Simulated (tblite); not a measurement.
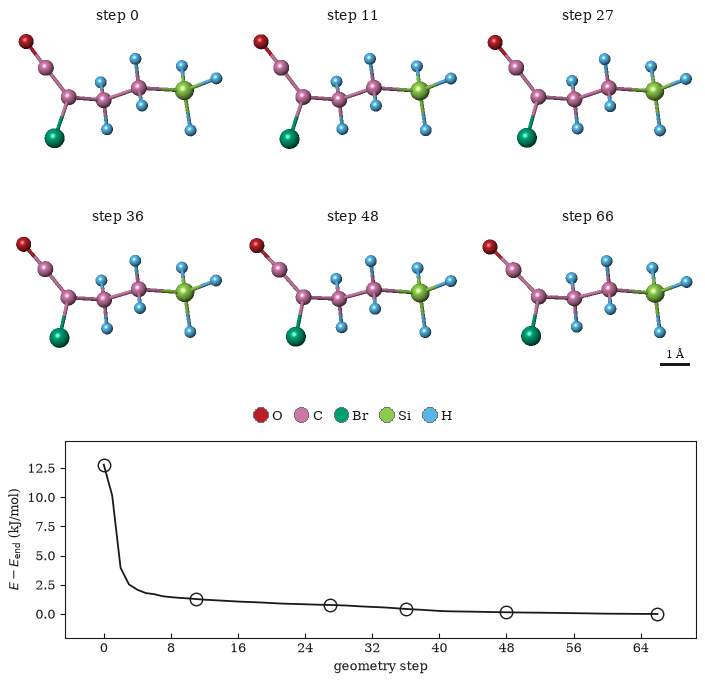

Frames of a relaxation of C4H7BrOSi, marked on the history of the run. A ball-and-stick model, seen at a tilt.

Method: tblite, GFN2-xTB geometry optimisation, gas phase. 

What happens along the run?

The energy falls by 12.8 kJ/mol in 66 geometry steps. The Br atom moves most after the best rigid fit: 0.35 Å. Largest moves by element: Br 0.35 Å, O 0.29 Å, H 0.19 Å, C 0.12 Å, Si 0.07 Å. Near-neighbour distances that change, for instance: Br–C 1.844 → 1.926 Å, C–Si 1.877 → 1.906 Å, H–Si 1.489 → 1.463 Å, C–C 1.318 → 1.296 Å. Among the angles between lasting bonds that change: H–C–H 105.4° → 108.2°, C–C–Si 115.0° → 112.7°. From step 0 to 11: the Br atom moves most (0.06 Å), energy −11.5 kJ/mol. From step 11 to 27: the Br atom moves most (0.11 Å), energy −0.51 kJ/mol. From step 27 to 36: the Br atom moves most (0.11 Å), energy −0.34 kJ/mol. From step 36 to 48: the O atom moves most (0.09 Å), energy −0.29 kJ/mol. From step 48 to 66: the O atom moves most (0.09 Å), energy −0.14 kJ/mol.

```json
{"step": "0", "E − E(0), kJ/mol": "0.00"}
{"step": "1", "E − E(0), kJ/mol": "-2.64"}
{"step": "2", "E − E(0), kJ/mol": "-8.83"}
{"step": "3", "E − E(0), kJ/mol": "-10.25"}
{"step": "4", "E − E(0), kJ/mol": "-10.71"}
{"step": "5", "E − E(0), kJ/mol": "-11.00"}
{"step": "6", "E − E(0), kJ/mol": "-11.09"}
{"step": "7", "E − E(0), kJ/mol": "-11.26"}
{"step": "8", "E − E(0), kJ/mol": "-11.34"}
{"step": "9", "E − E(0), kJ/mol": "-11.40"}
{"step": "10", "E − E(0), kJ/mol": "-11.45"}
{"step": "13", "E − E(0), kJ/mol": "-11.60"}
{"step": "16", "E − E(0), kJ/mol": "-11.72"}
{"step": "19", "E − E(0), kJ/mol": "-11.81"}
{"step": "22", "E − E(0), kJ/mol": "-11.91"}
{"step": "25", "E − E(0), kJ/mol": "-11.98"}
{"step": "28", "E − E(0), kJ/mol": "-12.03"}
{"step": "31", "E − E(0), kJ/mol": "-12.15"}
{"step": "34", "E − E(0), kJ/mol": "-12.25"}
{"step": "37", "E − E(0), kJ/mol": "-12.39"}
{"step": "39", "E − E(0), kJ/mol": "-12.48"}
{"step": "42", "E − E(0), kJ/mol": "-12.57"}
{"step": "45", "E − E(0), kJ/mol": "-12.60"}
{"step": "48", "E − E(0), kJ/mol": "-12.64"}
{"step": "51", "E − E(0), kJ/mol": "-12.67"}
{"step": "54", "E − E(0), kJ/mol": "-12.69"}
{"step": "57", "E − E(0), kJ/mol": "-12.72"}
{"step": "60", "E − E(0), kJ/mol": "-12.76"}
{"step": "63", "E − E(0), kJ/mol": "-12.77"}
{"step": "66", "E − E(0), kJ/mol": "-12.78"}
```
